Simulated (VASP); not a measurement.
Consider the following.

```xyz
2
Lattice="2.8887 0.0000 0.0000 0.0000 2.8887 0.0000 0.0000 0.0000 2.8887" Properties=species:S:1:pos:R:3 pbc="T T T"
Al     1.4444     1.4444     1.4444
Ni     0.0000     0.0000     0.0000
```

Calculation: optB88-vdW, VASP's PBE PAW potentials (set 64) (plane waves; VASP). Numerical set-up: 520 eV cut-off, 14×14×14 Γ-centred mesh, tetrahedra with Blöchl corrections, potentials Al Ni.

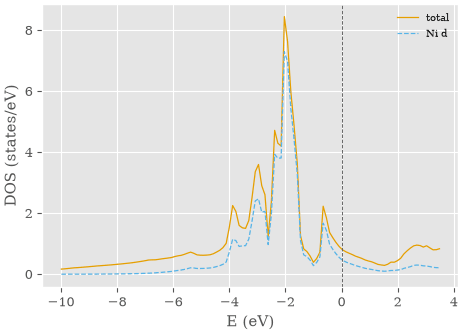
*Total and projected density of states, zero at the Fermi level*

Within 2 eV below the Fermi level the largest weight inside VASP's projection spheres is Ni d.

It has no gap at this level: it comes out as a metal or semimetal.

The compound is NiAl in the CsCl type structure. It was relaxed first. The run is not spin-polarised, so no magnetic state was tried. The electron count is odd and the run is not spin-polarised, which forces a metal.
